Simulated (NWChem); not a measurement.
# C2H5N (N-methylmethanimine): levels of theory compared

Wanted: a comparison of 3 runs (SVWN5/aug-cc-pVDZ, PBE/aug-cc-pVDZ, CCSD(T)/aug-cc-pVDZ) of C2H5N (N-methylmethanimine). 

The results are computed with NWChem 7.3.0.

## (1) The system as given

The species is C2H5N (8 atoms), meant as a singlet with charge 0. As SMILES, `C=NC`. One bond was lengthened or shortened from a relaxed shape.

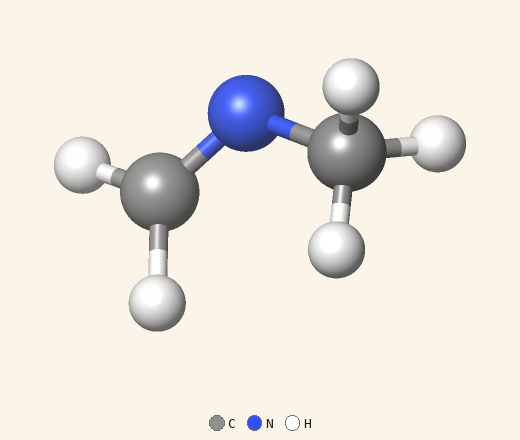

The structure, seen from a chosen angle (carbon grey, nitrogen blue, hydrogen white).

## (2) A single-point energy at SVWN5/aug-cc-pVDZ (run 1)

Contents of sp.nw:

```
start sp
memory total 2200 mb
geometry noautosym nocenter noautoz
  C     -0.579027     0.787071    -0.881637
  N      0.577273     0.351871    -0.650737
  C      0.754973    -0.525529     0.475763
  H     -1.585200     0.492200    -0.173900
  H     -0.741327     1.452271    -1.729237
  H     -0.171627    -0.720729     1.035363
  H      1.167473    -1.475629     0.125663
  H      1.496373    -0.092129     1.152363
end
basis spherical bse
  * library aug-cc-pVDZ
end
dft
  xc slater vwn_5
  grid fine
  convergence energy 1e-08
  maxiter 100
  mulliken
  print low
end
task dft energy
```

The run is started by

```bash
$ nwchem sp.nw > sp.out
```

The program printed:

```text
[...]
 d= 0,ls=0.0,diis     1   -132.6883351383 -2.05D+02  1.92D-02  5.86D-01     2.2
[...]
 d= 0,ls=0.0,diis    11   -132.7397717579 -1.41D-09  1.07D-07  1.93D-10    17.7
         Total DFT energy =     -132.739771757893
      One electron energy =     -321.673055261288
           Coulomb energy =      135.260358369894
    Exchange-Corr. energy =      -18.285104595839
 Nuclear repulsion energy =       71.958029729340
[...]
      Total Density - Mulliken Population Analysis
     ---------------------------------------------
    Atom       Charge   Shell Charges
 -----------   ------   -------------------------------------------------------
    1 C    6     5.77   2.03  0.68  0.49  0.03  2.05  0.51 -0.01  0.07 -0.07
    2 N    7     7.02   2.02  0.76  0.80  0.05  2.36  0.95 -0.04  0.04  0.09
    3 C    6     5.17   2.02  0.66  0.12  0.05  2.18  0.17 -0.04  0.07 -0.05
    4 H    1     1.00   0.67  0.36 -0.01  0.02 -0.04
    5 H    1     1.37   0.75  0.58  0.03  0.02 -0.01
    6 H    1     1.23   0.74  0.47  0.02  0.03 -0.02
    7 H    1     1.22   0.74  0.48  0.01  0.02 -0.02
    8 H    1     1.22   0.74  0.48  0.01  0.02 -0.02
[...]
```

It took 18 s on 1 thread of INTEL XEON PLATINUM 8581C at 2.10GHz (Emerald Rapids), shared host; peak memory 0.12 GiB.

## (3) The energy at PBE/aug-cc-pVDZ (run 2)

Contents of run.py:

```python
from ase import Atoms
from ase.calculators.nwchem import NWChem

atoms = Atoms(['C', 'N', 'C', 'H', 'H', 'H', 'H', 'H'], positions=[
    [-0.579027, 0.787071, -0.881637],
    [0.577273, 0.351871, -0.650737],
    [0.754973, -0.525529, 0.475763],
    [-1.585200, 0.492200, -0.173900],
    [-0.741327, 1.452271, -1.729237],
    [-0.171627, -0.720729, 1.035363],
    [1.167473, -1.475629, 0.125663],
    [1.496373, -0.092129, 1.152363],
])

calc = NWChem(
    label='c2h5n',
    theory='dft',
    memory='2200 mb',
    basis='aug-cc-pVDZ',
    basispar='spherical bse',
    dft={'xc': 'xpbe96 cpbe96', 'mult': '1', 'grid': 'fine', 'convergence': 'energy 1e-08', 'iterations': '100', 'mulliken': None},
    task='energy',
)
atoms.calc = calc

print("Total energy (eV):", round(atoms.get_potential_energy(), 6))
print("dipole (e A):", atoms.get_dipole_moment().round(4))
```

The run is started by

```bash
$ export ASE_NWCHEM_COMMAND="nwchem PREFIX.nwi > PREFIX.nwo"
$ python run.py
```

The program printed:

```text
Total energy (eV): -3640.037616
dipole (e A): [-0.1829 -0.0692  0.1486]
```

The calculator wrote c2h5n.nwi:

```
title "c2h5n"

permanent_dir c2h5n

scratch_dir c2h5n

start c2h5n

geometry units angstrom nocenter noautosym noautoz
  C  -5.7902699999999996e-01 7.8707099999999997e-01 -8.8163700000000000e-01
  N  5.7727300000000004e-01 3.5187099999999999e-01 -6.5073700000000001e-01
  C  7.5497300000000001e-01 -5.2552900000000002e-01 4.7576299999999999e-01
  H  -1.5851999999999999e+00 4.9220000000000003e-01 -1.7390000000000000e-01
  H  -7.4132699999999996e-01 1.4522710000000001e+00 -1.7292369999999999e+00
  H  -1.7162700000000000e-01 -7.2072899999999995e-01 1.0353630000000000e+00
  H  1.1674730000000000e+00 -1.4756290000000001e+00 1.2566300000000000e-01
  H  1.4963730000000000e+00 -9.2129000000000003e-02 1.1523630000000000e+00
end

memory 2200 mb

basis spherical bse noprint
   * library aug-cc-pVDZ
end

dft
  xc xpbe96 cpbe96
  mult 1
  grid fine
  convergence energy 1e-08
  iterations 100
  mulliken
end

task dft energy
```

c2h5n.nwo:

```text
Northwest Computational Chemistry Package (NWChem) 7.3.0
             --------------------------------------------------------

           Job information
           ---------------

    nwchem branch   = 7.3.0
    use scalapack   = T
    input           = c2h5n.nwi
    prefix          = c2h5n.
    data base       = c2h5n/c2h5n.db
    status          = startup
    nproc           =        1

           Memory information
           ------------------

    heap     =     72089598 doubles =      550.0 Mbytes
    stack    =     72089595 doubles =      550.0 Mbytes
    global   =    144179200 doubles =     1100.0 Mbytes (distinct from heap & stack)
    total    =    288358393 doubles =     2200.0 Mbytes
    verify   = yes
    hardfail = no

[... 102 lines left out ...]
  convergence criterion.
[... 18 lines left out ...]
          Convergence on density requested:  1.00D-05
[... 22 lines left out ...]
          Convergence Information
[... 58 lines left out ...]
   convergence    iter        energy       DeltaE   RMS-Dens  Diis-err    time
[... 16 lines left out ...]
           Coulomb energy =      135.325138778928
[... 7 lines left out ...]
                       DFT Final Molecular Orbital Analysis
[... 827 lines left out ...]
 center of mass
 --------------
 x =   0.45493074 y =   0.33889832 z =  -0.59574883

 moments of inertia (a.u.)
 ------------------
         126.301330336173          45.944348465184         -41.849109703259
          45.944348465184         139.113086506305          56.291754757294
         -41.849109703259          56.291754757294         128.469428738713

     Multipole analysis of the density
     ---------------------------------

     L   x y z        total         alpha         beta         nuclear
     -   - - -        -----         -----         ----         -------
     0   0 0 0     -0.000000    -12.000000    -12.000000     24.000000

     1   1 0 0     -0.345596     -5.144931     -5.144931      9.944265
[... 8 lines of this table left out ...]
     2   0 0 2    -14.886134    -33.194415    -33.194415     51.502696

 Task  times  cpu:       24.6s     wall:       24.6s
 Total times  cpu:       24.7s     wall:       24.7s
```

It took 26 s on 1 thread of INTEL XEON PLATINUM 8581C at 2.10GHz (Emerald Rapids), shared host; peak memory 0.12 GiB.

## (4) The energy at CCSD(T)/aug-cc-pVDZ (run 3)

Contents of calc.nw:

```
START calc
memory stack 880 mb heap 220 mb global 1100 mb

GEOMETRY units angstrom noautosym nocenter noautoz
  C     -0.579027     0.787071    -0.881637
  N      0.577273     0.351871    -0.650737
  C      0.754973    -0.525529     0.475763
  H     -1.585200     0.492200    -0.173900
  H     -0.741327     1.452271    -1.729237
  H     -0.171627    -0.720729     1.035363
  H      1.167473    -1.475629     0.125663
  H      1.496373    -0.092129     1.152363
END

BASIS "ao basis" spherical bse
  * library aug-cc-pVDZ
END

SCF
  thresh 1e-08
  maxiter 80
  noprint "final vectors analysis"
END

CCSD
  freeze core 3
  maxiter 60
END

TASK ccsd(t) energy
```

The run is started by

```bash
$ nwchem calc.nw > calc.out
```

The program printed:

```text
[...]
  functions       =   114
[...]
  wavefunction    = RHF
[...]
         Total SCF energy =   -133.066203266822
      One-electron energy =   -321.390737771150
      Two-electron energy =    116.366504774987
 Nuclear repulsion energy =     71.958029729340
        Time for solution =     28.1s
[...]
 Total MP2 energy:           -133.531525212713404
[...]
             energy      energy      error      ampl     ampl      Block
                                                time     time      time
[...]
 Total CCSD energy:           -133.566061881207929
[...]
 Total CCSD+T(CCSD) energy:           -133.585424552496505
[...]
 Total CCSD(T) energy:                -133.584762225121153
[...]
```

Wall time 2.9 min (1 thread of INTEL XEON PLATINUM 8581C at 2.10GHz (Emerald Rapids), shared host); peak memory 0.36 GiB.

## (5) The series

```
run                level  integration grid  iteration cap  energy (Eh)  wall time
  1    SVWN5/aug-cc-pVDZ              fine            100  -132.739772       18 s
  2      PBE/aug-cc-pVDZ              fine            100  -133.768916       26 s
  3  CCSD(T)/aug-cc-pVDZ                 –             80  -133.584762    2.9 min
```

## (6) Summary of results

| quantity | value |
| --- | --- |
| run 3: total energy | -133.58476 Eh |
| run 3: correlation energy (3 core orbitals frozen) | -518.6 mEh |
| run 3: (T) correction | -18.70 mEh |

Totals of different functionals can't be ranked against each other. All runs together took 3.6 min, the longest 2.9 min.
